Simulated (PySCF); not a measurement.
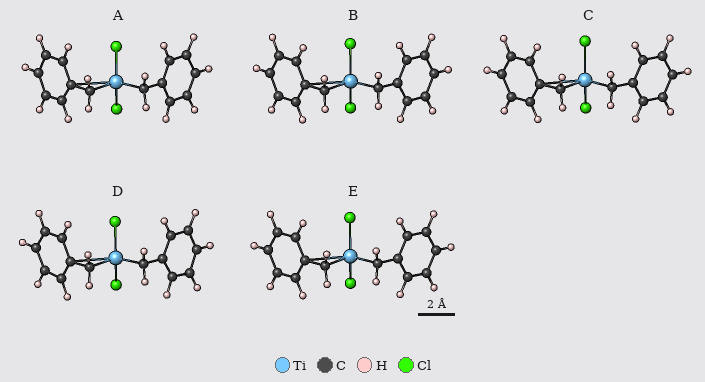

5 geometries from one relaxation of C14H14Cl2Ti, in shuffled order. A ball-and-stick model, seen face on.

The start comes from GFN2-xTB. Its atoms were then displaced at random by about 0.03 Å.

All numbers below come from PBE0-D3(BJ)/def2-SVP geometry optimisation, gas phase (PySCF). 

Q: Order the frames from highest to lowest energy.

A: A, D, B, E, C. They are steps 0, 1, 3, 5, 12, at +1.906 eV, +0.653 eV, +0.096 eV, +0.024 eV relative to the last. The energy falls by 1.906 eV in 12 geometry steps. The largest move after the best rigid fit is that of an H atom, 0.68 Å. By element the largest moves are H 0.68 Å, C 0.46 Å, Cl 0.36 Å, Ti 0.36 Å. Near-neighbour distances that change, for instance: C–Ti 3.287 → 3.516 Å, C–Ti 3.255 → 3.479 Å, Cl–Ti 2.317 → 2.216 Å, C–C 1.489 → 1.390 Å. Bond angles that change, for instance: Cl–Ti–Cl 110.0° → 128.4°, C–C–H 131.3° → 119.1°, C–Ti–C 134.6° → 125.1°. Cost: 15 min on 2 threads of AMD EPYC 7R43 64-Core Processor (shared host).
